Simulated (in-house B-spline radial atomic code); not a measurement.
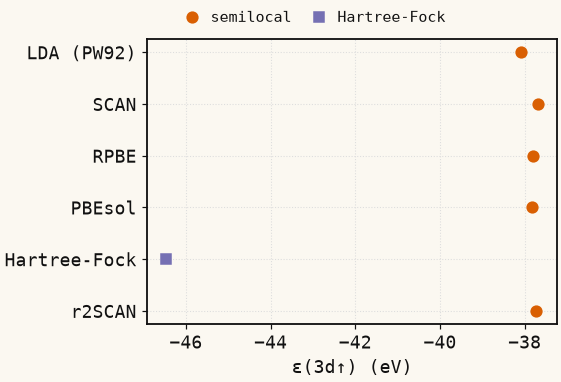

The V³⁺ ion in the configuration [Ar] 3d2 (high spin). All runs are scalar-relativistic, spin-polarised and spherical, computed with an in-house B-spline radial code (spin-free X2C). Hartree-Fock is the average over the configuration. The plot shows the eigenvalue (eV) of the 3d up orbital by 6 methods.

Q: Rank the methods.

A: The deepest is Hartree-Fock (−46.5) and the shallowest SCAN (−37.7), a spread of 8.80 eV. In order (eV): Hartree-Fock (−46.5), LDA (PW92) (−38.1), PBEsol (−37.8), RPBE (−37.8), r2SCAN (−37.7), SCAN (−37.7). On the whole, exact exchange removes self-interaction and deepens occupied levels. The measured ionisation energy (NIST) is 46.7 eV, and minus the eigenvalue comes closest to it for Hartree-Fock.
